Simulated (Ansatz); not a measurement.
# Nudged elastic band of C2H7NOSn (part 2 of 2)

C2H7NOSn; RKS PBE0-D4/def2-SVP (Ansatz 0.2.0). It belongs to a series of runs on one base structure; here: band between the two ends.

Geometry of the input (Å):
```
C  -1.0607  1.6458  1.3840
N  -1.3254  0.4955  0.9312
Sn 0.2670  -0.7090  0.3600
C  -0.0299  -1.2548  -1.6875
O  1.9150  0.3936  0.6074
H  -1.8869  2.3178  1.6941
H  -0.0411  2.0700  1.5100
H  0.4548  -1.9920  1.4714
H  -1.0104  -1.7417  -1.7877
H  -0.0151  -0.3555  -2.3190
H  0.7555  -1.9470  -2.0202
H  2.0544  1.0219  -0.1095
```

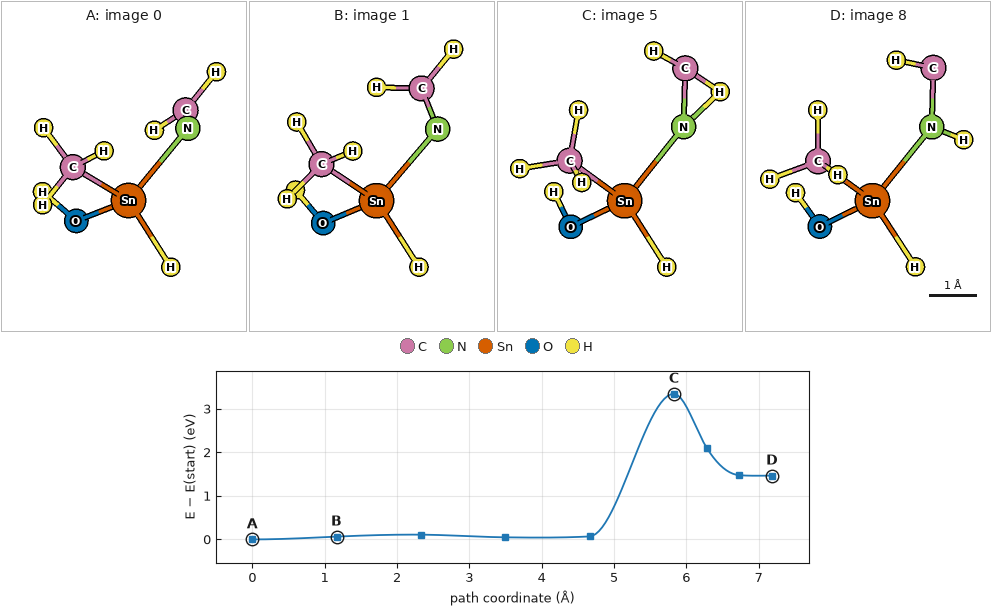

Figure 1. Images of the last band (counted from 0; ball-and-stick, seen at a tilt) above the energy along the path; the line is a cubic interpolation that uses the forces. The highest image is number 5, 3.345 eV above the start and 1.880 eV above the end (the climbing image); the end lies 1.465 eV above the start. The path is 7.19 Å long. The band converged in 32 iterations.

```
Total energy: -11541.80876390 eV, -424.1536487543 hartree
Atom 0 at    -1.409051     1.777359     0.688166 Å, force     0.001383    -0.003548    -0.000186 eV/Å
Atom 1 at    -0.636217     0.946522     1.342683 Å, force    -0.001912     0.002722     0.000356 eV/Å
Atom 2 at     0.419141    -0.748963     0.585859 Å, force     0.001002    -0.001047    -0.001169 eV/Å
Atom 3 at    -0.103824    -0.866478    -1.494459 Å, force    -0.000010     0.000292     0.000391 eV/Å
Atom 4 at     2.360631    -0.390073     0.818758 Å, force     0.000185    -0.000062     0.000888 eV/Å
Atom 5 at    -1.149135     1.844149     1.942569 Å, force     0.000708     0.000368     0.000227 eV/Å
Atom 6 at    -1.606229     1.655958    -0.412855 Å, force    -0.000312     0.001191     0.000085 eV/Å
Atom 7 at     0.164693    -2.131492     1.558660 Å, force    -0.000402     0.000127     0.000158 eV/Å
Atom 8 at    -0.687240    -1.776349    -1.689791 Å, force     0.000301    -0.000423    -0.000631 eV/Å
Atom 9 at    -0.702190     0.012953    -1.777407 Å, force    -0.000775    -0.000168    -0.000547 eV/Å
Atom 10 at     0.818497    -0.884348    -2.090926 Å, force    -0.000328     0.000481     0.000840 eV/Å
Atom 11 at     2.608025     0.505461     0.562845 Å, force     0.000159     0.000066    -0.000412 eV/Å
Dipole moment:    -0.100376    -0.135389    -0.367664 e Å
this run last wrote the band of iteration 32 to [file]
```

**The last band as extended XYZ (Å, eV, eV/Å)**
```
12
Properties=species:S:1:pos:R:3:forces:R:3 image=0 energy=-11545.15406
C    -1.0607    1.6458    1.3840   -0.0189   0.0184   0.0086
N    -1.3254    0.4955    0.9312    0.0131  -0.0074   0.0000
Sn    0.2670   -0.7090    0.3600    0.0008  -0.0086  -0.0037
C    -0.0299   -1.2548   -1.6875    0.0030   0.0030  -0.0002
O     1.9150    0.3936    0.6074    0.0011   0.0049  -0.0054
H    -1.8869    2.3178    1.6941   -0.0051  -0.0004   0.0009
H    -0.0411    2.0700    1.5100    0.0098  -0.0099  -0.0045
H     0.4548   -1.9920    1.4714   -0.0078   0.0005   0.0015
H    -1.0104   -1.7417   -1.7877    0.0022  -0.0001  -0.0006
H    -0.0151   -0.3555   -2.3190   -0.0033   0.0008   0.0016
H     0.7555   -1.9470   -2.0202   -0.0004  -0.0024   0.0019
H     2.0544    1.0219   -0.1095    0.0055   0.0010  -0.0001
12
Properties=species:S:1:pos:R:3:forces:R:3 image=1 energy=-11545.08992
C    -1.1035    1.6101    1.1738    0.0060   0.0412   0.0041
N    -1.1639    0.3517    1.2303   -0.0289  -0.0155  -0.0207
Sn    0.3790   -0.8093    0.4673   -0.0023  -0.0052   0.0053
C    -0.1007   -1.1124   -1.5973    0.0000  -0.0084  -0.0059
O     2.1102    0.1564    0.6802   -0.0037   0.0142   0.0036
H    -1.9482    2.2266    1.5443   -0.0137  -0.0135   0.0053
H    -0.2547    2.2101    0.7741    0.0428   0.0052   0.0470
H     0.5687   -2.1830    1.4576   -0.0015   0.0040   0.0019
H    -1.0744   -1.6171   -1.6690    0.0011  -0.0086  -0.0086
H    -0.1723   -0.1343   -2.0941    0.0017  -0.0103  -0.0057
H     0.6648   -1.7209   -2.0972    0.0063  -0.0098   0.0024
H     2.1721    0.9668    0.1641   -0.0079   0.0066  -0.0287
12
Properties=species:S:1:pos:R:3:forces:R:3 image=2 energy=-11545.04472
C    -1.1401    1.5694    1.0265    0.0322   0.0085   0.0362
N    -0.8576    0.4402    1.5144   -0.0055  -0.0187  -0.0105
Sn    0.4541   -0.8266    0.5059    0.0005   0.0063  -0.0022
C    -0.1495   -1.0053   -1.5442    0.0020  -0.0025   0.0019
O     2.2772   -0.0295    0.5941    0.0105   0.0012  -0.0067
H    -1.8469    2.2388    1.5593   -0.0071   0.0071  -0.0180
H    -0.7394    2.0031    0.0806   -0.0216  -0.0021  -0.0163
H     0.5742   -2.2747    1.3996   -0.0017  -0.0006  -0.0008
H    -1.1077   -1.5397   -1.6078   -0.0037  -0.0001  -0.0055
H    -0.2647   -0.0052   -1.9857   -0.0040   0.0012   0.0058
H     0.6147   -1.5595   -2.1068   -0.0021   0.0000   0.0035
H     2.2627    0.9338    0.5982    0.0006  -0.0003   0.0126
12
Properties=species:S:1:pos:R:3:forces:R:3 image=3 energy=-11545.10583
C    -1.2357    1.5416    0.9794    0.0074  -0.0006  -0.0321
N    -0.5350    0.6792    1.5785   -0.0033   0.0120   0.0229
Sn    0.5039   -0.7446    0.4748    0.0095  -0.0033  -0.0011
C    -0.1526   -0.9441   -1.5513   -0.0017   0.0014  -0.0001
O     2.3436    0.0018    0.3353   -0.0071   0.0081  -0.0076
H    -1.7652    2.3257    1.5588   -0.0075  -0.0016   0.0070
H    -1.3880    1.6145   -0.1215   -0.0253  -0.0030  -0.0069
H     0.5281   -2.1755    1.4187    0.0044   0.0069  -0.0034
H    -1.1334   -1.4363   -1.6030   -0.0028   0.0004  -0.0002
H    -0.2134    0.0490   -2.0176   -0.0045   0.0003  -0.0005
H     0.5854   -1.5470   -2.0992   -0.0022   0.0034   0.0010
H     2.5393    0.5804    1.0812    0.0331  -0.0241   0.0209
12
Properties=species:S:1:pos:R:3:forces:R:3 image=4 energy=-11545.08577
C    -1.2113    1.5996    0.9585    0.0222  -0.0249   0.0198
N    -0.3851    0.8282    1.5179    0.0349  -0.0137   0.0328
Sn    0.4612   -0.7778    0.5114    0.0189  -0.0043  -0.0312
C    -0.1315   -0.8991   -1.5461   -0.0044   0.0001   0.0123
O     2.4100   -0.3776    0.5193   -0.0206   0.0189  -0.0337
H    -1.6307    2.4476    1.5346   -0.0611   0.0810  -0.0407
H    -1.5855    1.5266   -0.0895    0.0061  -0.0141   0.0251
H     0.2239   -2.1697    1.4772    0.0090  -0.0051  -0.0083
H    -0.7619   -1.7796   -1.7280   -0.0067  -0.0059  -0.0100
H    -0.6809    0.0080   -1.8367   -0.0019  -0.0053  -0.0050
H     0.7860   -0.9685   -2.1465   -0.0040  -0.0077  -0.0151
H     2.5829    0.5068    0.8619    0.0077  -0.0189   0.0540
12
Properties=species:S:1:pos:R:3:forces:R:3 image=5 energy=-11541.80873
C    -1.4091    1.7774    0.6882    0.0014  -0.0035  -0.0002
N    -0.6362    0.9465    1.3427   -0.0019   0.0027   0.0004
Sn    0.4191   -0.7490    0.5859    0.0010  -0.0010  -0.0012
C    -0.1038   -0.8665   -1.4945    0.0000   0.0003   0.0004
O     2.3606   -0.3901    0.8188    0.0002  -0.0001   0.0009
H    -1.1491    1.8441    1.9426    0.0007   0.0004   0.0002
H    -1.6062    1.6560   -0.4129   -0.0003   0.0012   0.0001
H     0.1647   -2.1315    1.5587   -0.0004   0.0001   0.0002
H    -0.6872   -1.7763   -1.6898    0.0003  -0.0004  -0.0006
H    -0.7022    0.0130   -1.7774   -0.0008  -0.0002  -0.0005
H     0.8185   -0.8843   -2.0909   -0.0003   0.0005   0.0008
H     2.6080    0.5055    0.5628    0.0002   0.0001  -0.0004
12
Properties=species:S:1:pos:R:3:forces:R:3 image=6 energy=-11543.04702
C    -1.5130    1.8350    0.5669   -0.5891   0.4813  -0.8138
N    -0.7443    1.0725    1.2905   -0.7061   0.8085  -0.3440
Sn    0.4094   -0.6969    0.6126   -0.1645   0.2830   0.1693
C    -0.1112   -0.8679   -1.4733   -0.0242   0.0666   0.0949
O     2.3588   -0.3448    0.8055   -0.0961   0.0642   0.0514
H    -0.9392    1.6264    2.1294    1.4072  -1.4166   1.2366
H    -1.6003    1.5621   -0.4983    0.2061  -0.4653  -0.5957
H     0.1998   -2.1045    1.5743   -0.0503   0.0940   0.0216
H    -0.6792   -1.7916   -1.6570    0.0143   0.0307   0.0911
H    -0.7229   -0.0047   -1.7713   -0.0215   0.0220  -0.0072
H     0.8093   -0.8852   -2.0757    0.0015   0.0207   0.1148
H     2.6100    0.5441    0.5306    0.0225   0.0110  -0.0191
12
Properties=species:S:1:pos:R:3:forces:R:3 image=7 energy=-11543.67886
C    -1.5550    1.8589    0.5281   -0.0331   0.0404  -0.0212
N    -0.7608    1.0930    1.2241    0.0112  -0.0299  -0.0327
Sn    0.3740   -0.6254    0.5999   -0.0299   0.0359  -0.0062
C    -0.1328   -0.8751   -1.4621   -0.0006   0.0049  -0.0004
O     2.3079   -0.2305    0.8434   -0.0321   0.0342   0.0378
H    -0.6778    1.3690    2.2039    0.1059  -0.1186   0.0400
H    -1.5827    1.4806   -0.5261    0.0228  -0.0318  -0.0173
H     0.1646   -1.9715    1.6390   -0.0380   0.0534   0.0200
H    -0.6866   -1.8132   -1.6024    0.0016   0.0015   0.0087
H    -0.7562   -0.0324   -1.7931   -0.0012  -0.0006  -0.0139
H     0.7910   -0.9036   -2.0557    0.0042   0.0003   0.0086
H     2.5914    0.5949    0.4352   -0.0108   0.0104  -0.0233
12
Properties=species:S:1:pos:R:3:forces:R:3 image=8 energy=-11543.68874
C    -1.5677    1.8393    0.5699    0.0010  -0.0016   0.0035
N    -0.7709    1.0522    1.2429   -0.0060   0.0045  -0.0006
Sn    0.3948   -0.6082    0.5869   -0.0038   0.0035  -0.0005
C    -0.1352   -0.9101   -1.4607   -0.0002  -0.0056  -0.0099
O     2.3033   -0.0955    0.8011    0.0002   0.0046  -0.0032
H    -0.6854    1.2720    2.2377    0.0000  -0.0010  -0.0113
H    -1.5693    1.4928   -0.4977    0.0061  -0.0020   0.0095
H     0.2383   -1.9158    1.6792    0.0014   0.0005   0.0006
H    -0.8605   -1.7313   -1.5447    0.0109   0.0099   0.0004
H    -0.5809    0.0086   -1.8688    0.0053  -0.0097   0.0049
H     0.7718   -1.1626   -2.0273   -0.0128   0.0035   0.0033
H     2.5389    0.7034    0.3156   -0.0022  -0.0066   0.0032
```

**Summary**

| quantity | value |
| --- | --- |
| outcome | converged |
| barrier, forward | 3.345 eV |
| barrier, backward | 1.880 eV |
| hardware | 2 threads of AMD EPYC (Zen 3), 16 GiB of memory available, shared host |
| wall time | 11 min (CPU time 20 min) |
| peak memory | 0.32 GiB |

**Notes**

The order of the saddle point was not checked.
